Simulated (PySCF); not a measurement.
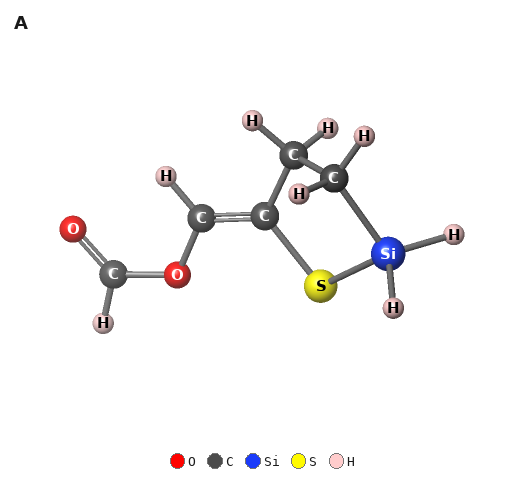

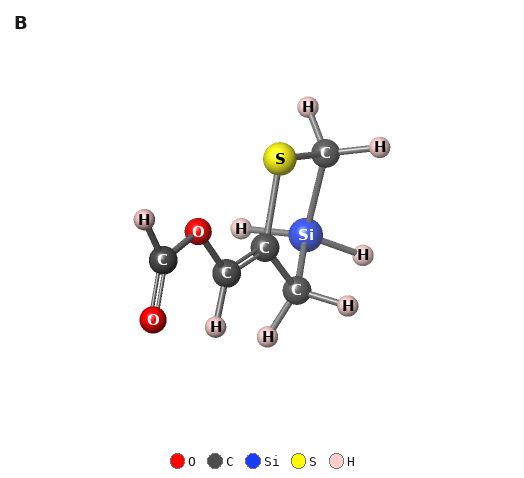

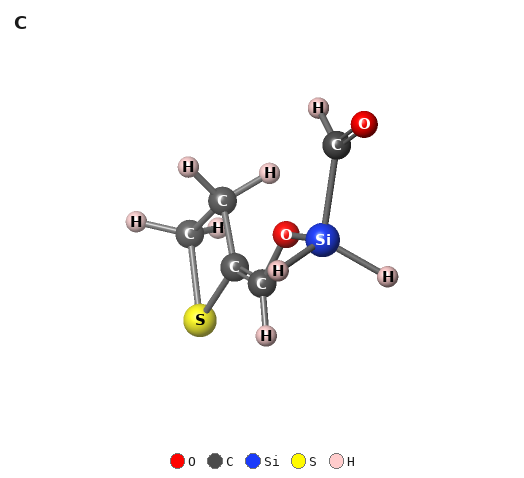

3 stationary structures of one formula. Geometries: GFN2-xTB. Electronic energies: PBE0/pcSseg-1 (PySCF 2.14.0), without zero-point energy. No frequency run is at hand to confirm each as a minimum. Each is one conformer, not always the lowest.

**Which is lowest in energy, and by how much?**

A is lowest; B lies 0.717 eV above it, C lies 1.719 eV above it. A is `O=CO/C=C1/CC[SiH2]S1`, B is `O=CO/C=C1/C[SiH2]CS1`, C is `O=C[SiH2]O/C=C1\CCS1`.

The geometry is semi-empirical. Around Si such bond lengths and angles can be off by a tenth of an ångström or more and by several degrees, and values that hang on the shape move with them.
